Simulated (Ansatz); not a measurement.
Starting cell, Sb (A7 type, space group R-3m):

```xyz
2
Lattice="2.1342 1.2322 3.5726 -2.1342 1.2322 3.5726 0.0000 -2.4644 3.5726" Properties=species:S:1:pos:R:3 pbc="T T T"
Sb     0.0000     0.0000     2.5605
Sb     0.0000     0.0000     8.1572
```

In each cell atom 2 (Sb, nearest neighbour Sb at 2.910 Å; its periodic images, 4.3 Å or more away, move with it) moves by s·(0.707, 0.707, 0.000) (along Cartesian [110]), the rest being held.

Method: PBEsol-D3(BJ) (plane waves to 420 eV, PAW, scalar-relativistic; Ansatz, a quantum-chemistry and plane-wave program). k mesh 11×11×11 (Γ-centred), Fermi-Dirac smearing 0.05 eV. The energy includes the smearing's −TS. With partly filled bands, energies and forces of such displacements shift with the k mesh and the smearing. Sb was relaxed with its symmetry unable to fall. Spin-orbit coupling is left out, though Sb is heavy. The zero of ΔE is the undisplaced structure.

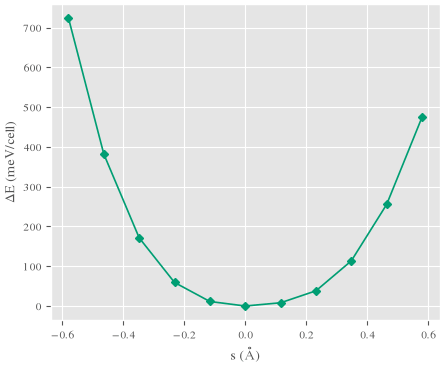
Figure. ΔE (meV/cell) against s (Å); computed points joined by lines.

Task: Is the energy the same for displacements of ±0.580 Å, and if not, which side lies higher?

Result: Not even: the negative side lies higher at ±0.580 Å.

Task: What is the energy change at s = 0.580 Å?

Result: About 470 meV/cell.

(For displaced atoms, the force is minus the slope of the energy, and its curvature is a force constant, which sets phonon frequencies.)
